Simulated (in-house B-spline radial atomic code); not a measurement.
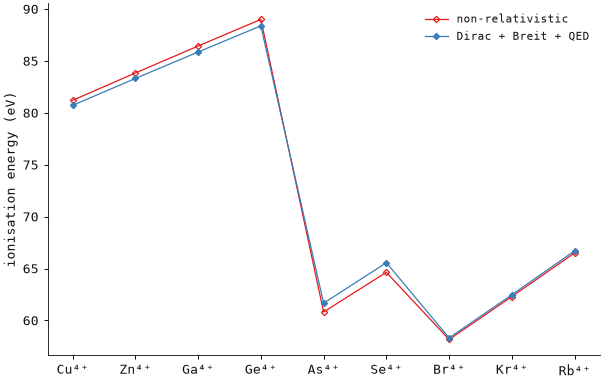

Ionisation energies with and without relativity. System: Cu⁴⁺, Zn⁴⁺, Ga⁴⁺, Ge⁴⁺, As⁴⁺, Se⁴⁺, Br⁴⁺, Kr⁴⁺ and Rb⁴⁺. Level of theory: Hartree–Fock ΔSCF; calculated with a B-spline radial atomic code. Open p, d and f shells are averaged over both j, so the values don't run from ground level to ground level.

> Which has the highest ionisation energy with relativity?

Ge⁴⁺, 88.38 eV.

> For which species does relativity change the ionisation energy most?

Se⁴⁺: from 64.64 eV to 65.56 eV, a change of 0.923 eV.
